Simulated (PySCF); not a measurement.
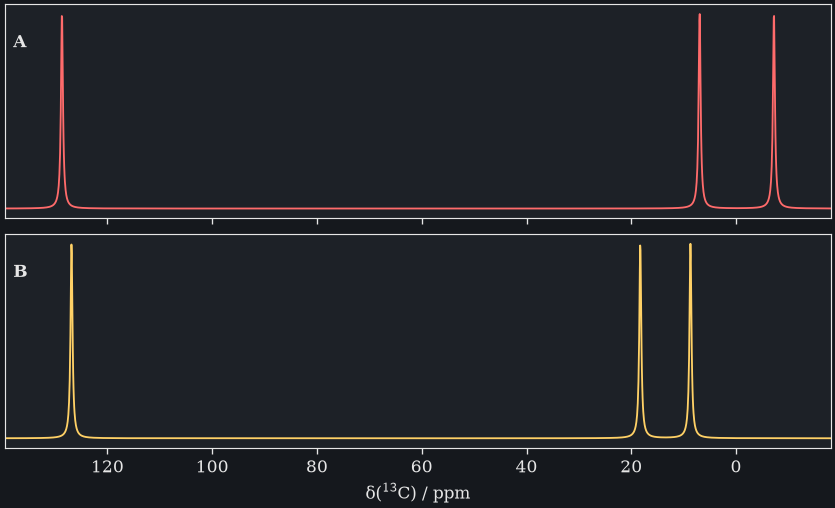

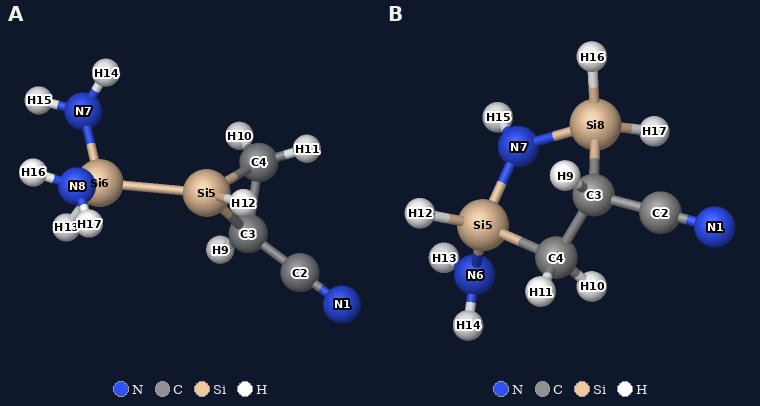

Related molecules: A is C₃H₉N₃Si₂, SMILES N#C[C@@H]1C[Si@H]1[SiH](N)N; B is C₃H₉N₃Si₂, SMILES N#C[C@@H]1C[Si@H](N)N[SiH2]1. GIAO ¹³C shifts against TMS, PBE0/pcSseg-1, PySCF 2.14.0, at a GFN2-xTB geometry (no frequency check); fully decoupled, line heights follow the number of nuclei within a panel, widths are arbitrary (no quadrupolar broadening); values of one conformer, averaged over nuclei that symmetry, rotation about single bonds or inversion at nitrogen exchange, these motions taken as fast; other conformers aren't averaged in.

### Assign the ¹³C signals of each molecule.

A: 128.7 (C2); 7.0 (C4); −7.2 (C3)
B: 126.9 (C2); 18.3 (C4); 8.7 (C3)

Caveats, for all or some of the runs: the tight-binding geometry is rougher than a DFT one and adds to the error.
